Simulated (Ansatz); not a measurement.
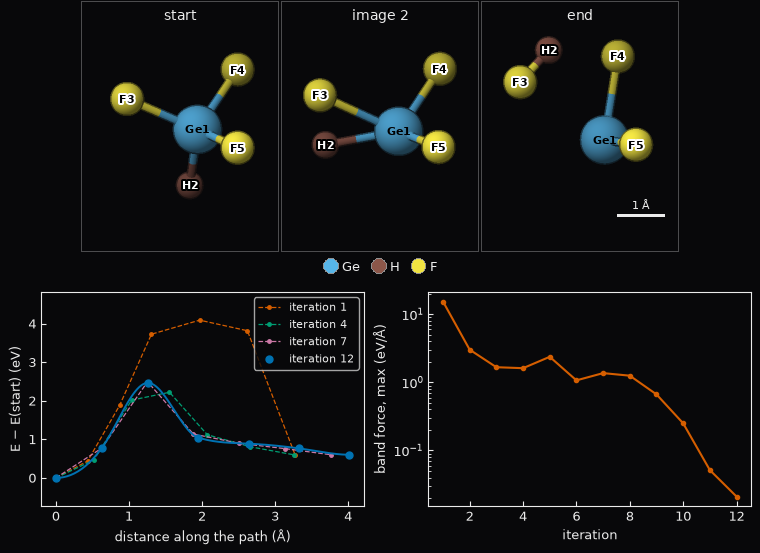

NEB run on GeHF3. Images are numbered from 0 (start) to 6 (end). The plot follows the band through its iterations. Style: ball-and-stick. Shown from a free direction.

The calculation used RKS PBE0/def2-SVP in Ansatz 0.2.0.

Input
```yaml
crystal:
  periodic: [false, false, false]
  atoms:
    - { symbol: Ge, position_ang: [0.235463, 0.0, 0.256764] }
    - { symbol: H, position_ang: [0.180399, 0.0, 1.772344] }
    - { symbol: F, position_ang: [1.842317, 0.0, -0.337185] }
    - { symbol: F, position_ang: [-0.53239, 1.37192, -0.423611] }
    - { symbol: F, position_ang: [-0.53239, -1.37192, -0.423611] }
basis:
  gaussian: { orbitals: def2-SVP }
hamiltonian:
  xc: pbe0
neb:
  order_check: false
  images: 5
  f_tol: 0.05
  max_iterations: 60
  final_atoms:
    - { symbol: Ge, position_ang: [-0.65922554, -0.57306738, 0.70470089] }
    - { symbol: H, position_ang: [1.19286187, 0.77624167, 0.27102025] }
    - { symbol: F, position_ang: [1.60560222, 0.00326933, 0.63991165] }
    - { symbol: F, position_ang: [-0.42881052, 1.12118897, 0.09377984] }
    - { symbol: F, position_ang: [-0.51702903, -1.32763261, -0.86471163] }
  initial_path:
    images:
      - { positions_ang: [[0.235463, 0.0, 0.256764], [0.180399, 0.0, 1.772344], [1.842317, 0.0, -0.337185], [-0.53239, 1.37192, -0.423611], [-0.53239, -1.37192, -0.423611]] }
      - { positions_ang: [[0.15683323, 0.0, 0.17137728], [0.442886, 0.0, 1.66764994], [1.8322913, 0.0, -0.05831495], [-0.61930577, 1.37158, -0.46800563], [-0.61930577, -1.37158, -0.46800563]] }
      - { positions_ang: [[0.07820345, 0.0, 0.08599056], [0.70537301, 0.0, 1.56295587], [1.8222656, 0.0, 0.2205551], [-0.70622153, 1.37124, -0.51240027], [-0.70622153, -1.37124, -0.51240027]] }
      - { positions_ang: [[-0.00042632, 0.0, 0.00060384], [0.96786001, 0.0, 1.45826181], [1.8122399, 0.0, 0.49942515], [-0.7931373, 1.3709, -0.5567949], [-0.7931373, -1.3709, -0.5567949]] }
      - { positions_ang: [[-0.22002606, -0.19102246, 0.23530286], [1.04286063, 0.25874722, 1.06251462], [1.74336067, 0.00108978, 0.54625398], [-0.67169504, 1.28766299, -0.33993665], [-0.70110121, -1.35647754, -0.65943381]] }
      - { positions_ang: [[-0.4396258, -0.38204492, 0.47000187], [1.11786125, 0.51749445, 0.66676744], [1.67448145, 0.00217956, 0.59308282], [-0.55025278, 1.20442598, -0.1230784], [-0.60906512, -1.34205507, -0.76207272]] }
      - { positions_ang: [[-0.65922554, -0.57306738, 0.70470089], [1.19286187, 0.77624167, 0.27102025], [1.60560222, 0.00326933, 0.63991165], [-0.42881052, 1.12118897, 0.09377984], [-0.51702903, -1.32763261, -0.86471163]] }
```

Run as
```bash
ansatz run input.yaml --threads 1 --pin off --max-ram 2048MiB --backend cpu --events-out ev --progress --plain --runs-dir out
```

**How did the profile develop, and is the result final?**

The result is final at these settings. The band converged in 12 iterations. The largest component of the band force went from 15 to 0.021 eV/Å. The climbing image converged on the top of the path. Its vibrational analysis gives one imaginary mode (1327i cm⁻¹), as a transition state must have. The first iteration put the highest image at 4.09 eV. Forward barrier 2.46 eV, backward barrier 1.86 eV, with image 2 at the top; the reaction energy is +0.60 eV.

The run took 94 s on 1 thread of Intel(R) Xeon(R) 6975P-C (Granite Rapids), with other jobs on the host, peak memory 0.18 GiB.
